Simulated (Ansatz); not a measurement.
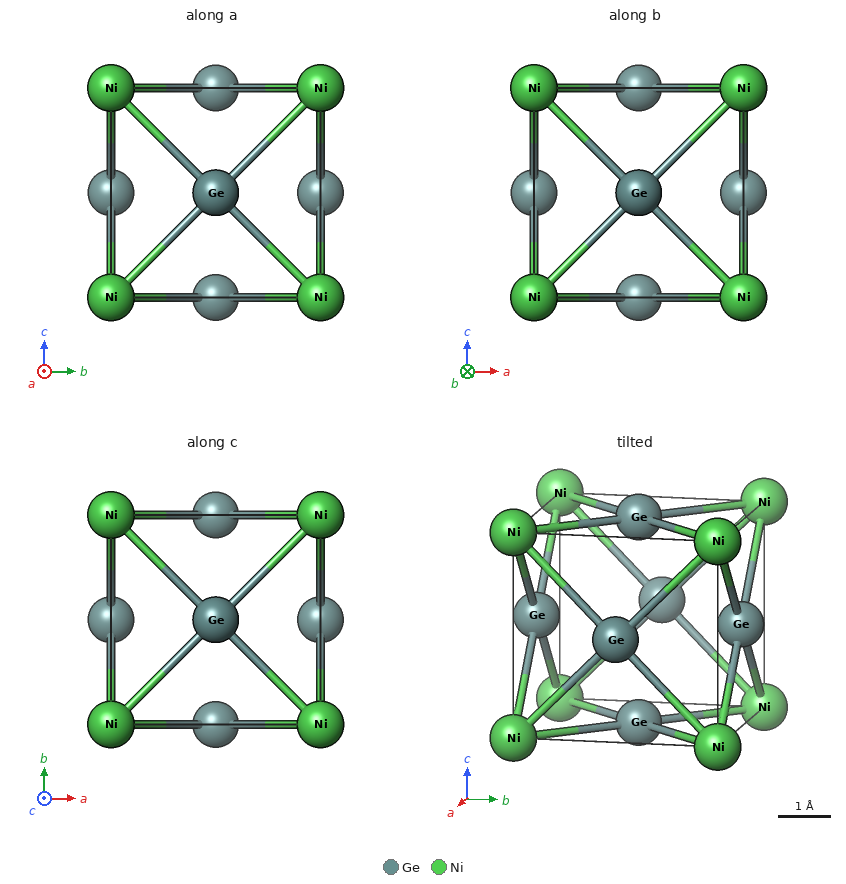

We look at a ball-and-stick model of the crystal along the a axis, along the b axis, along the c axis and slightly off an axis. The wireframe shows the conventional unit cell.

Lattice parameters: a = 4.0326 Å, b = 4.0326 Å, c = 4.0326 Å, α = 90.000°, β = 90.000°, γ = 90.000°.

Set out the cell and atoms as a CIF in P1 with every atom of the cell.

Answer.
```cif
data_structure
_symmetry_space_group_name_H-M 'P 1'
_symmetry_Int_Tables_number 1
_cell_length_a 4.0326
_cell_length_b 4.0326
_cell_length_c 4.0326
_cell_angle_alpha 90.000
_cell_angle_beta 90.000
_cell_angle_gamma 90.000
_cell_volume 65.58
loop_
_atom_site_label
_atom_site_type_symbol
_atom_site_fract_x
_atom_site_fract_y
_atom_site_fract_z
_atom_site_occupancy
Ge1 Ge 0.0000 0.5000 0.5000 1
Ge2 Ge 0.5000 0.0000 0.5000 1
Ge3 Ge 0.5000 0.5000 0.0000 1
Ni1 Ni 0.0000 0.0000 0.0000 1
```

The initial geometry was a structure type filled with these elements by a generator (whether the compound takes this form wasn't checked). The geometry comes from a coarse first relaxation with DFT PBE, scalar-relativistic, plane waves, PAW (Ansatz).
